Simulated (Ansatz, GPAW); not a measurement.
# C/Sr(110): converging a work function, part 2 of 3

Wanted: a convergence study on the slab C/Sr(110).

GPAW 26.7.0 and Ansatz 0.2.0; Ansatz plane waves; slab in vacuum with a dipole correction, relaxation (the session's first sound run).

So far, upper work function (eV): step 2 (relaxing the atoms) 3.23.

### Step 3. The slab's potential

With the geometry fixed, the planar mean of the potential gives the vacuum level on each side.

This step: GPAW, PAW setups; slab in vacuum (GPAW 26.7.0).

run.py reads:

```python
import json
import numpy as np
from ase import Atoms
from gpaw import GPAW, PW

slab = Atoms(
    ['Sr', 'Sr', 'Sr', 'Sr', 'Sr', 'C'],
    positions=[
        [0.00000, 0.00000, 8.00000],
        [3.04000, 2.14960, 10.14960],
        [0.00000, -0.00000, 12.16560],
        [3.04000, 2.14960, 14.39642],
        [-0.00000, 0.00000, 16.73068],
        [3.04000, 2.14960, 16.80244]],
    cell=[[6.08, 0.0, 0.0], [0.0, 4.29921, 0.0], [0.0, 0.0, 25.09842]],
    pbc=[True, True, False])

slab.calc = GPAW(mode=PW(500), xc='PBE', kpts={'size': (5, 7, 1), 'gamma': True},
                 occupations={'name': 'fermi-dirac', 'width': 0.1}, nbands='160%',
                 convergence={'density': 1e-05}, maxiter=200,
                 poissonsolver={'dipolelayer': 'xy'},
                 symmetry={'tolerance': 1e-3}, txt='slab.txt')
result = {}
energy = slab.get_potential_energy()
fermi = slab.calc.get_fermi_level()
v = slab.calc.get_electrostatic_potential().mean((0, 1)) - fermi
n = slab.calc.get_pseudo_density().mean((0, 1))
L = slab.cell[2, 2]
z = np.arange(len(v)) * L / len(v)
low, high = slab.positions[:, 2].min(), slab.positions[:, 2].max()
below, above = np.interp([low - 5.8, high + 5.8], z, v)
slopes = [np.interp(x, z, np.gradient(v, z)) for x in (low - 5.8, high + 5.8)]
eps = np.array([[slab.calc.get_eigenvalues(k, s) for k in range(len(slab.calc.get_ibz_k_points()))]
                for s in range(slab.calc.get_number_of_spins())]) - fermi
top, bottom = eps[eps < 0].max(), eps[eps > 0].min()
dipole = slab.get_dipole_moment()[2]
print(f'energy {energy:.4f} eV, Fermi level {fermi:.4f} eV, dipole {dipole:.5f} e A')
print(f'potential 5.8 A off the faces, from the Fermi level: lower {below:.4f} eV, upper {above:.4f} eV')
print(f'slope of the potential there: lower {slopes[0]:.5f}, upper {slopes[1]:.5f} eV/A')
print(f'nearest levels on the mesh: {top:.4f} and {bottom:.4f} eV')
print('magnetic moment', round(slab.get_magnetic_moment(), 3))
result.update(energy=energy, fermi=fermi, dipole=dipole, below=below, above=above, slopes=slopes, edges=[top, bottom],
              z=z.tolist(), v=v.tolist(), n=n.tolist(), positions=slab.positions.tolist(),
              forces=slab.get_forces(apply_constraint=False).tolist(), moments=slab.get_magnetic_moments().tolist())
json.dump(result, open('result.json', 'w'))
```

Started as:

```
$ OMP_NUM_THREADS=1 OPENBLAS_NUM_THREADS=1 python run.py
```

Log:

```text
energy -11.8618 eV, Fermi level -0.1171 eV, dipole -0.09078 e A
potential 5.8 A off the faces, from the Fermi level: lower 2.5961 eV, upper 3.2250 eV
slope of the potential there: lower -0.00098, upper 0.00030 eV/A
nearest levels on the mesh: -0.0231 and 0.0131 eV
magnetic moment 0.0
```

Wall time 2.2 min (1 thread of Intel Xeon 6975P-C (Granite Rapids), shared host); peak memory 0.51 GiB.

Numbers from this step:

```yaml
dipole_along_the_normal: -0.09078 e·Å
levels_nearest_the_fermi_level_on_the_mesh: -0.02310, 0.01314 eV from the Fermi level
upper_work_function: 3.225 eV
lower_work_function: 2.596 eV
```

The electrostatic potential energy of an electron (without an applied field's), less the Fermi level, planar mean oscillates, so the rows of the table below give means over windows of 2.14 Å about each position, cut where the curve ends. Its maxima inside the range that stand out by 2 % of the span (Å: eV): 9.1: -0.903, 11.2: -1.35, 13.3: -0.522, 15.6: 0.517. Its minima: 8.0: -7.08, 10.1: -6.79, 12.2: -6.94, 14.4: -6.62, 16.7: -9.69.

The electrostatic potential energy of an electron (without an applied field's), less the Fermi level, planar mean by z; means over each step:

```
z (Å)  electrostatic potential energy of an electron (without an applied field's), less the Fermi level, planar mean (eV)
 1.07                                                                                                                2.62
 3.21                                                                                                                2.59
 5.35                                                                                                                2.33
 7.49                                                                                                               -2.73
 9.63                                                                                                               -3.45
11.77                                                                                                               -3.71
13.91                                                                                                               -3.12
16.05                                                                                                               -3.31
18.19                                                                                                                1.41
20.33                                                                                                                3.20
22.47                                                                                                                3.22
24.61                                                                                                                3.20
```

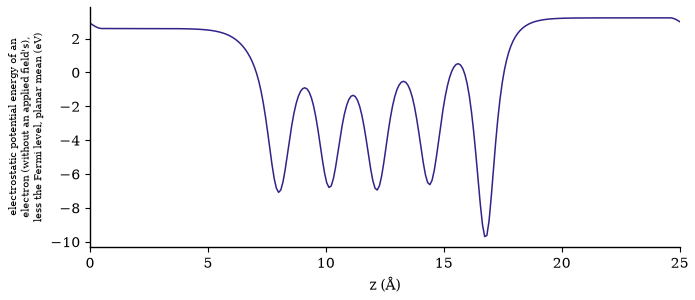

Electrostatic potential energy of an electron (without an applied field's), less the Fermi level, planar mean, plotted against z.

The pseudo valence density, planar mean oscillates, so the rows of the table below give means over windows of 2.23 Å about each position, cut where the curve ends. Its maxima inside the range that stand out by 2 % of the span (Å: e/Å³): 8.0: 0.303, 10.2: 0.308, 12.1: 0.304, 14.3: 0.300, 16.7: 0.418. Its minima: 9.1: 0.0765, 11.2: 0.0891, 13.2: 0.0700, 15.4: 0.0695.

Table of pseudo valence density, planar mean by z; means over each step:

```
z (Å)  pseudo valence density, planar mean (e/Å³)
 1.11                                      2.5e-6
 3.34                                      1.5e-4
 5.57                                     0.00553
 7.80                                       0.159
10.03                                       0.178
12.26                                       0.174
14.49                                       0.169
16.72                                       0.231
18.95                                     0.00907
21.18                                      1.0e-4
23.41                                      1.2e-6
```

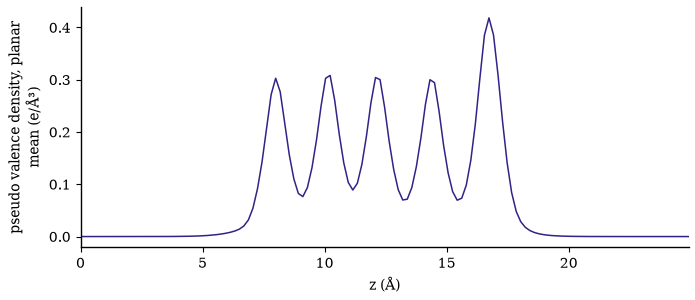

Pseudo valence density, planar mean, plotted against z.

Force by atom:

```
atom  x (eV/Å)  y (eV/Å)  z (eV/Å)    size
 Sr1    0.0000    0.0000    0.0267  0.0267
 Sr2    0.0000    0.0000   -0.0389  0.0389
 Sr3    0.0000    0.0000    0.0095  0.0095
 Sr4    0.0000    0.0000   -0.0534  0.0534
 Sr5    0.0000    0.0000    0.0058  0.0058
  C6    0.0000    0.0000    0.0497  0.0497
```

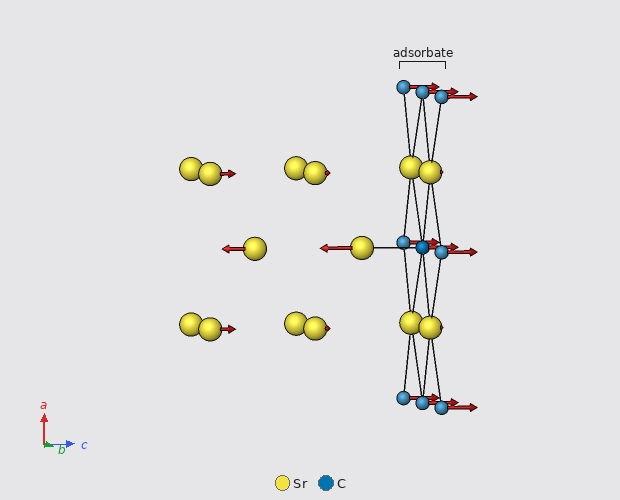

Force as arrows, the longest 0.0534 eV/Å. Some periodic images of atoms are drawn too.

The potential is flat to 9.8e-4 eV/Å where it is read, so the vacuum is wide enough. The geometry is the other program's minimum; here the largest force on a free atom is 0.053 eV/Å.

### Step 4. Cutoff 200

The cutoff limits how sharply the smooth valence waves can vary, which tells mostly near the atoms.

Edit run.py of step 3 so:

```diff
@@ -17,3 +17,3 @@
 
-slab.calc = GPAW(mode=PW(500), xc='PBE', kpts={'size': (5, 7, 1), 'gamma': True},
+slab.calc = GPAW(mode=PW(200), xc='PBE', kpts={'size': (5, 7, 1), 'gamma': True},
                  occupations={'name': 'fermi-dirac', 'width': 0.1}, nbands='160%',
```

Log:

```text
energy -8.0671 eV, Fermi level -0.0975 eV, dipole -0.08967 e A
potential 5.8 A off the faces, from the Fermi level: lower 2.5954 eV, upper 3.2283 eV
slope of the potential there: lower -0.00087, upper 0.00153 eV/A
nearest levels on the mesh: -0.0242 and 0.0185 eV
magnetic moment 0.0
```

The job ended after 30 s (1 thread; peak memory 0.21 GiB).

The run finished. A setting was moved off its sound value on purpose, so it serves as a test and not as the result.

The fault put into the input: a cutoff under that of the base run: the energy of the cell lies 3.8 eV from the base value (ecut = 200).

Side by side:

```
                     quantity   this run  sound run  difference
dipole along the normal (e·Å)  -0.089673  -0.090776     0.00110
     upper work function (eV)     3.2283     3.2250     0.00332
     lower work function (eV)     2.5954     2.5961     -6.3e-4
```

### Step 5. Cutoff 300

The cutoff limits how sharply the smooth valence waves can vary, which tells mostly near the atoms.

Edit run.py of step 4 so:

```diff
@@ -17,3 +17,3 @@
 
-slab.calc = GPAW(mode=PW(200), xc='PBE', kpts={'size': (5, 7, 1), 'gamma': True},
+slab.calc = GPAW(mode=PW(300), xc='PBE', kpts={'size': (5, 7, 1), 'gamma': True},
                  occupations={'name': 'fermi-dirac', 'width': 0.1}, nbands='160%',
```

Log:

```text
energy -11.1574 eV, Fermi level -0.1134 eV, dipole -0.09056 e A
potential 5.8 A off the faces, from the Fermi level: lower 2.5962 eV, upper 3.2242 eV
slope of the potential there: lower -0.00102, upper 0.00038 eV/A
nearest levels on the mesh: -0.0231 and 0.0143 eV
magnetic moment 0.0
```

Elapsed: 65 s, on 1 thread; peak memory 0.3 GiB.

The run finished. A setting was moved off its sound value on purpose, so it serves as a test and not as the result.

The fault put into the input: a cutoff under that of the base run: the energy of the cell lies 0.70 eV from the base value (ecut = 300).

The two runs compared:

```
                     quantity   this run  sound run  difference
dipole along the normal (e·Å)  -0.090562  -0.090776      2.1e-4
     upper work function (eV)     3.2242     3.2250     -8.0e-4
     lower work function (eV)     2.5962     2.5961      1.0e-4
```

### Step 6. Cutoff 700: ecut = 700

The cutoff limits how sharply the smooth valence waves can vary, which tells mostly near the atoms.

Edit run.py of step 5 so:

```diff
@@ -17,3 +17,3 @@
 
-slab.calc = GPAW(mode=PW(300), xc='PBE', kpts={'size': (5, 7, 1), 'gamma': True},
+slab.calc = GPAW(mode=PW(700), xc='PBE', kpts={'size': (5, 7, 1), 'gamma': True},
                  occupations={'name': 'fermi-dirac', 'width': 0.1}, nbands='160%',
```

Log:

```text
energy -11.8976 eV, Fermi level -0.1172 eV, dipole -0.09072 e A
potential 5.8 A off the faces, from the Fermi level: lower 2.5964 eV, upper 3.2251 eV
slope of the potential there: lower -0.00088, upper 0.00031 eV/A
nearest levels on the mesh: -0.0232 and 0.0131 eV
magnetic moment 0.0
```

It took 4 min on 1 thread; peak memory 0.77 GiB.

This step gave:

```yaml
dipole_along_the_normal: -0.09072 e·Å
levels_nearest_the_fermi_level_on_the_mesh: -0.02316, 0.01312 eV from the Fermi level
```

The electrostatic potential energy of an electron (without an applied field's), less the Fermi level, planar mean oscillates, so the rows of the table below give means over windows of 2.12 Å about each position, cut where the curve ends. Its maxima inside the range that stand out by 2 % of the span (Å: eV): 9.1: -0.903, 11.1: -1.35, 13.3: -0.530, 15.5: 0.485. Its minima: 8.0: -7.08, 10.1: -6.77, 12.2: -6.95, 14.4: -6.59, 16.8: -9.75.

The electrostatic potential energy of an electron (without an applied field's), less the Fermi level, planar mean by z; means over each step:

```
z (Å)  electrostatic potential energy of an electron (without an applied field's), less the Fermi level, planar mean (eV)
 1.06                                                                                                                2.62
 3.18                                                                                                                2.59
 5.30                                                                                                                2.35
 7.42                                                                                                               -2.58
 9.54                                                                                                               -3.45
11.66                                                                                                               -3.78
13.78                                                                                                               -3.10
15.90                                                                                                               -3.00
18.02                                                                                                               0.648
20.14                                                                                                                3.19
22.26                                                                                                                3.22
24.38                                                                                                                3.20
```

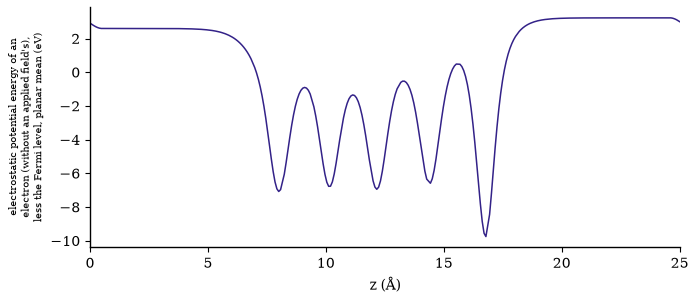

Electrostatic potential energy of an electron (without an applied field's), less the Fermi level, planar mean, plotted against z.

The pseudo valence density, planar mean oscillates, so the rows of the table below give means over windows of 2.2 Å about each position, cut where the curve ends. Its maxima inside the range that stand out by 2 % of the span (Å: e/Å³): 8.0: 0.303, 10.2: 0.311, 12.2: 0.306, 14.4: 0.304, 16.8: 0.415. Its minima: 9.1: 0.0762, 11.1: 0.0893, 13.3: 0.0689, 15.5: 0.0691.

Table of pseudo valence density, planar mean by z; means over each step:

```
z (Å)  pseudo valence density, planar mean (e/Å³)
 1.10                                      2.4e-6
 3.30                                      1.4e-4
 5.50                                     0.00485
 7.70                                       0.157
 9.90                                       0.179
12.10                                       0.177
14.30                                       0.170
16.50                                       0.233
18.70                                      0.0172
20.90                                      1.8e-4
23.10                                      2.3e-6
```

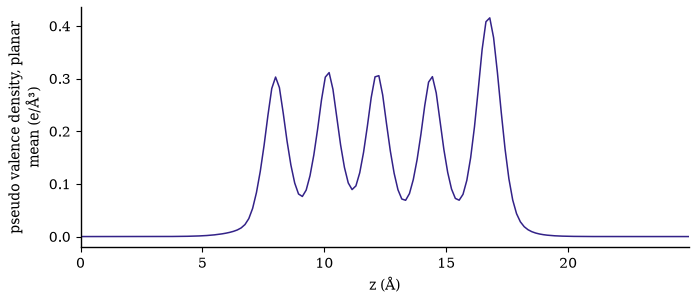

Pseudo valence density, planar mean, plotted against z.

Force by atom:

```
atom  x (eV/Å)  y (eV/Å)  z (eV/Å)    size
 Sr1    0.0000    0.0000    0.0260  0.0260
 Sr2    0.0000    0.0000   -0.0391  0.0391
 Sr3    0.0000    0.0000    0.0098  0.0098
 Sr4    0.0000    0.0000   -0.0541  0.0541
 Sr5    0.0000    0.0000    0.0055  0.0055
  C6    0.0000    0.0000    0.0501  0.0501
```

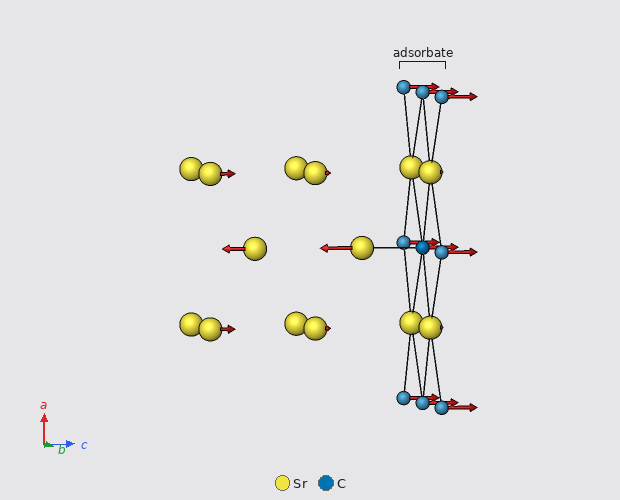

Force as arrows, the longest 0.0541 eV/Å. Some periodic images of atoms are drawn too.

The upper face's work function is 3.225 eV, against 3.225 eV in the first plane-wave PBE run at this geometry.

### Step 7. K mesh 2×2

The mesh in the plane samples the bands: a metal's Fermi level needs it dense, and band edges must lie on it.

Edit run.py of step 6 so:

```diff
@@ -17,3 +17,3 @@
 
-slab.calc = GPAW(mode=PW(700), xc='PBE', kpts={'size': (5, 7, 1), 'gamma': True},
+slab.calc = GPAW(mode=PW(500), xc='PBE', kpts={'size': (2, 2, 1), 'gamma': True},
                  occupations={'name': 'fermi-dirac', 'width': 0.1}, nbands='160%',
```

Log:

```text
energy -11.8119 eV, Fermi level -0.0446 eV, dipole -0.11584 e A
potential 5.8 A off the faces, from the Fermi level: lower 2.4028 eV, upper 3.2054 eV
slope of the potential there: lower -0.00143, upper 0.00037 eV/A
nearest levels on the mesh: -0.0292 and 0.0254 eV
magnetic moment 0.0
```

Run time: 58 s. Hardware: 1 thread; peak memory 0.39 GiB.

The run finished with changed settings (kpts = [2, 2]); it serves as a test.

Side by side:

```
                     quantity  this run  sound run  difference
dipole along the normal (e·Å)  -0.11584  -0.090776     -0.0251
     upper work function (eV)    3.2054     3.2250     -0.0196
     lower work function (eV)    2.4028     2.5961      -0.193
```

The two runs differ clearly in the dipole along the normal: -0.116 e·Å against -0.0908 e·Å.

### Step 8. K mesh 3×4

The mesh in the plane samples the bands: a metal's Fermi level needs it dense, and band edges must lie on it.

Edit run.py of step 7 so:

```diff
@@ -17,3 +17,3 @@
 
-slab.calc = GPAW(mode=PW(500), xc='PBE', kpts={'size': (2, 2, 1), 'gamma': True},
+slab.calc = GPAW(mode=PW(500), xc='PBE', kpts={'size': (3, 4, 1), 'gamma': True},
                  occupations={'name': 'fermi-dirac', 'width': 0.1}, nbands='160%',
```

Log:

```text
energy -11.9022 eV, Fermi level -0.1257 eV, dipole -0.08904 e A
potential 5.8 A off the faces, from the Fermi level: lower 2.6104 eV, upper 3.2273 eV
slope of the potential there: lower -0.00102, upper 0.00029 eV/A
nearest levels on the mesh: -0.0226 and 0.0956 eV
magnetic moment 0.0
```

The job ended after 68 s (1 thread; peak memory 0.42 GiB).

The run finished with changed settings (kpts = [3, 4]); it serves as a test.

The two runs compared:

```
                     quantity   this run  sound run  difference
dipole along the normal (e·Å)  -0.089042  -0.090776     0.00173
     upper work function (eV)     3.2273     3.2250     0.00233
     lower work function (eV)     2.6104     2.5961      0.0143
```

### Step 9. K mesh 8×10: kpts = [8, 10]

The mesh in the plane samples the bands: a metal's Fermi level needs it dense, and band edges must lie on it.

Edit run.py of step 8 so:

```diff
@@ -17,3 +17,3 @@
 
-slab.calc = GPAW(mode=PW(500), xc='PBE', kpts={'size': (3, 4, 1), 'gamma': True},
+slab.calc = GPAW(mode=PW(500), xc='PBE', kpts={'size': (8, 10, 1), 'gamma': True},
                  occupations={'name': 'fermi-dirac', 'width': 0.1}, nbands='160%',
```

Log:

```text
energy -11.8621 eV, Fermi level -0.1169 eV, dipole -0.09085 e A
potential 5.8 A off the faces, from the Fermi level: lower 2.5946 eV, upper 3.2241 eV
slope of the potential there: lower -0.00099, upper 0.00030 eV/A
nearest levels on the mesh: -0.0013 and 0.0079 eV
magnetic moment 0.0
```

Wall time 5.1 min (1 thread); peak memory 0.8 GiB.

This step gave:

```
dipole along the normal                    : -0.09085 e·Å
levels nearest the Fermi level on the mesh : -0.001303, 0.007928 eV from the Fermi level
upper work function                        : 3.224 eV
lower work function                        : 2.595 eV
```

The upper face's work function is 3.224 eV, against 3.225 eV in the first plane-wave PBE run at this geometry.

### Step 10. Scheme Fermi-Dirac, smearing 0.01

Smearing changes the occupations near the Fermi level, and with them the level itself. Smearing helps the SCF of a metal converge, but it blurs occupations at band edges near the Fermi level.

Edit run.py of step 9 so:

```diff
@@ -17,4 +17,4 @@
 
-slab.calc = GPAW(mode=PW(500), xc='PBE', kpts={'size': (8, 10, 1), 'gamma': True},
-                 occupations={'name': 'fermi-dirac', 'width': 0.1}, nbands='160%',
+slab.calc = GPAW(mode=PW(500), xc='PBE', kpts={'size': (5, 7, 1), 'gamma': True},
+                 occupations={'name': 'fermi-dirac', 'width': 0.01}, nbands='160%',
                  convergence={'density': 1e-05}, maxiter=200,
```

Log:

```text
energy -11.8552 eV, Fermi level -0.0796 eV, dipole -0.10720 e A
potential 5.8 A off the faces, from the Fermi level: lower 2.5044 eV, upper 3.2470 eV
slope of the potential there: lower -0.00092, upper 0.00030 eV/A
nearest levels on the mesh: -0.0184 and 0.0031 eV
magnetic moment 0.0
```

Elapsed: 2.6 min, on 1 thread; peak memory 0.52 GiB.

This step gave:

```yaml
dipole_along_the_normal: -0.1072 e·Å
levels_nearest_the_fermi_level_on_the_mesh: -0.01842, 0.003073 eV from the Fermi level
upper_work_function: 3.247 eV
lower_work_function: 2.504 eV
```

The upper face's work function is 3.247 eV, against 3.225 eV in the first plane-wave PBE run at this geometry.

(Continued in part 3 of 3.)

[Logs are printed without paths, hosts, clocks, repeated set-up lines and the standing remarks that a program may print on its own settings, such as how far it seeks lower states.]

[Hosts, paths, dates, database ids (printed as entryN), source tags and the programs' standing remarks are cut or masked in the printed files.]
